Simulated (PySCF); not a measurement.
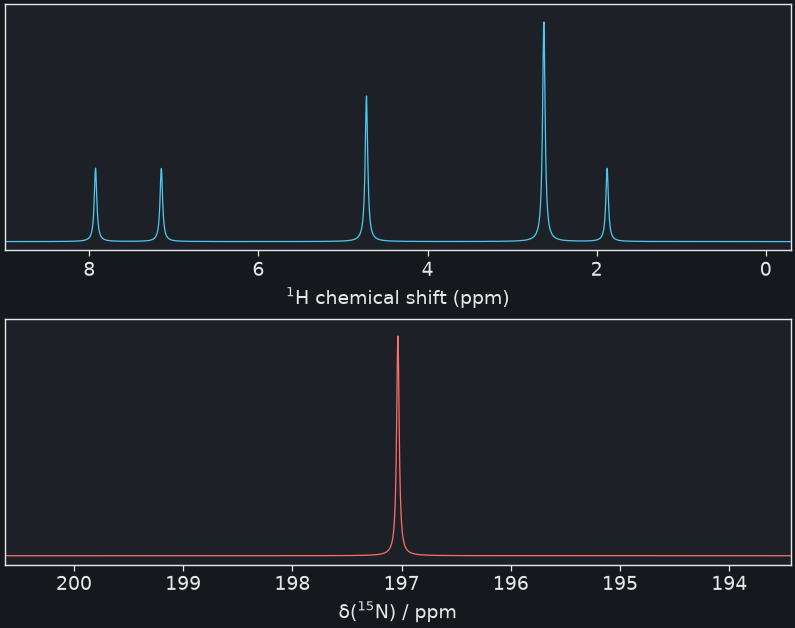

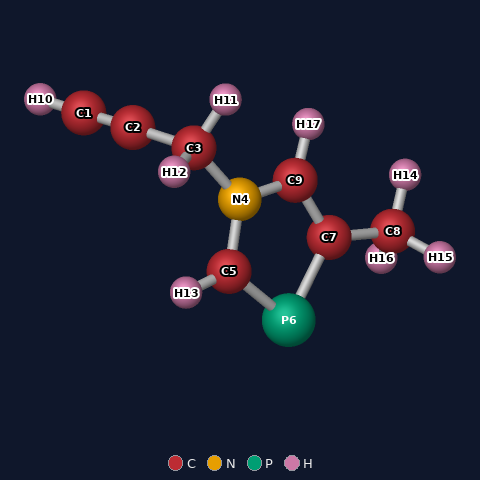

Spectrum and numbered structure of C₇H₈NP, SMILES C#CCn1cpc(C)c1. GIAO shifts, PBE0/pcSseg-1 with PySCF 2.14.0, at a GFN2-xTB geometry (no frequency check), against TMS for ¹H and NH₃ for ¹⁵N computed at the same level (¹⁵N: a single molecule, while the usual scales start at liquid NH₃ or nitromethane; multiply bonded nitrogen can come out tens of ppm too deshielded). Gas phase, fully decoupled, line heights follow the number of nuclei, widths are arbitrary (no quadrupolar broadening); values of one conformer, averaged over nuclei that symmetry, rotation about single bonds or inversion at nitrogen exchange, these motions taken as fast; other conformers aren't averaged in.

**Assign the ¹H signals to the numbered atoms.**

```csv
δ (ppm),nuclei,atoms
7.93,1,H13
7.15,1,H17
4.72,2,"H11, H12"
2.62,3,"H14, H15, H16"
1.88,1,H10
```

**Where does the ¹⁵N line lie?**

At 197.0 ppm (N4).

Note: the tight-binding geometry is rougher than a DFT one and adds to the error.
